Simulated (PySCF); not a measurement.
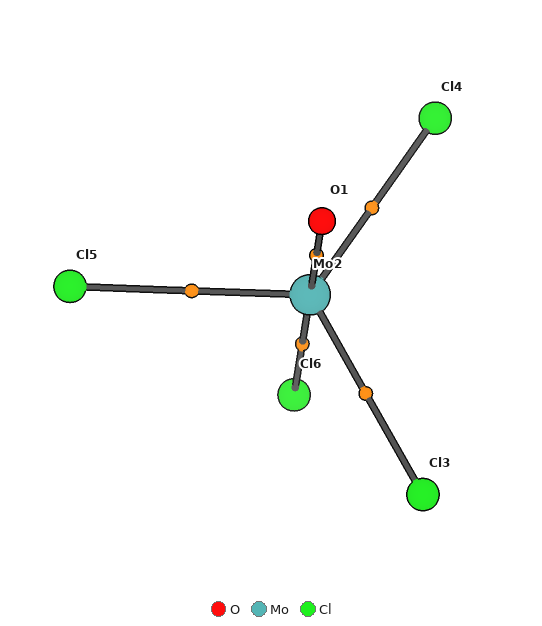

Figure 1: Cl$_{4}$MoO, SMILES `O=[Mo](Cl)(Cl)(Cl)Cl`. Molecular graph of the electron density (QTAIM): bond paths, bond critical points (orange), ring points (yellow, if any); weak paths are dashed.

Computed with PySCF, BLYP/def2-TZVP, geometry: GFN2-xTB. Core potentials replace the inner electrons of Mo; spin–orbit coupling isn't included. This is a single-reference result, which may miss multireference character in this system. No frequency check shows the geometry to be a minimum. GFN2-xTB bond lengths at metals and heavier atoms can be off by up to 0.1 Å and shapes distorted, which carries into these values.

Input script:

```python
import numpy as np
from pyscf import gto, scf, dft
from pyscf.scf import atom_ks, atom_hf
from scipy.linalg import block_diag

def solve(mol, dm0=None, hcore=None):
    mf = (dft.UKS if mol.spin else dft.RKS)(mol, xc='blyp')
    mf.grids.level = 3
    mf = mf.density_fit(auxbasis='def2-universal-jkfit')
    mf.conv_tol, mf.max_cycle = 1e-8, 80
    if hcore is not None:
        mf.get_hcore = lambda *args: hcore
    mf.kernel(dm0)
    if not mf.converged:
        mf = mf.newton().run(mf.mo_coeff, mf.mo_occ, max_cycle=30)
    assert mf.converged, 'SCF not converged'
    return mf

mol = gto.M(atom='''
O     -0.00355    -0.00004     1.88475
Mo    -0.00047    -0.00004     0.25531
Cl     1.28275    -1.83337     0.14856
Cl     0.94616     2.02782     0.14808
Cl    -2.22943    -0.19428     0.14383
Cl     0.00335    -0.00005    -1.95819
''', basis='def2-tzvp', ecp={'Mo': 'def2-tzvp'}, charge=0, spin=0, verbose=4)
mf = solve(mol)
mf.analyze()
# spherically averaged free atoms, for the promolecule
atom_ks.AtomSphAverageRKS.init_guess_by_vsap = lambda self, mol=None: self.init_guess_by_minao(mol)  # core potentials
atm = atom_ks.get_atm_nrks(mol, xc='blyp')
pro = block_diag(*[(atm[a[0]][2] * atm[a[0]][3]) @ atm[a[0]][2].T for a in mol._atom])
np.savez('result.npz', e=mf.e_tot, c=mf.mo_coeff, occ=mf.mo_occ, eps=mf.mo_energy, pro=pro, dip=mf.dip_moment(verbose=0), s2=mf.spin_square()[0])
```

Command:

```sh
OMP_NUM_THREADS=1 python input.py
```

The run took 29 s on 1 thread of Intel(R) Xeon(R) 6975P-C (Granite Rapids) (shared host), peak memory 0.73 GiB.

Partitions, critical points and surface values were worked out afterwards from this run's density.

How many critical points of each kind are there, and does the count close?

Answer. 6 nuclei, 5 bond, 0 ring and 0 cage critical points: 6 − 5 + 0 − 0 = 1, as the Poincaré–Hopf relation requires.

Give the properties at the bond critical points.

Answer.
```csv
bond,length (Å),ρ (a.u.),∇²ρ (a.u.),ε,H (a.u.)
O1–Mo2,1.629,0.308,+1.19,0.00,−0.235
Mo2–Cl5 (3 alike),2.240,0.116,+0.19,0.07,−0.046
Mo2–Cl6,2.214,0.115,+0.33,0.00,−0.043
```

What kind of interaction is O1–Mo2?

Answer. Polar or intermediate (positive Laplacian, negative energy density H): ρ = 0.308, ∇²ρ = +1.19, H = −0.235 a.u.
